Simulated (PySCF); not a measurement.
Si(F)2(H)(Ph), SMILES F[SiH](F)c1ccccc1, GFN2-xTB optimised geometry. Atoms within 1.6 Å of the plane z = 1.2 Å (x, y, z in Å): Si1 (-2.53, 0.00, 0.00), F2 (-3.07, 1.51, 0.00), F3 (-3.07, -0.56, 1.40), C4 (-0.65, 0.00, 0.00), C5 (0.06, -0.99, 0.67), C6 (1.45, -0.99, 0.66), C7 (2.14, -0.01, -0.01), H11 (-0.47, -1.76, 1.20), H12 (1.98, -1.77, 1.19), H13 (3.22, -0.01, -0.02).

Computed with B3LYP/def2-TZVP (PySCF). Cells within 0.4 Å of a nucleus heavier than hydrogen are left out (blank, or x).

Map of the log10 of the electron density (e/bohr³), floored at −4 on the plane z = 1.2 Å:

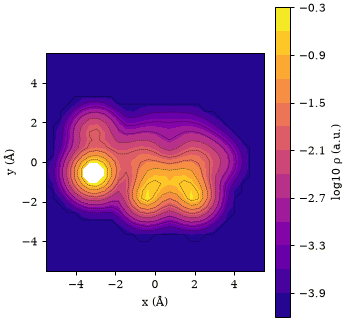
Figure. Log10 of the electron density (e/bohr³), floored at −4 on the plane z = 1.2 Å.
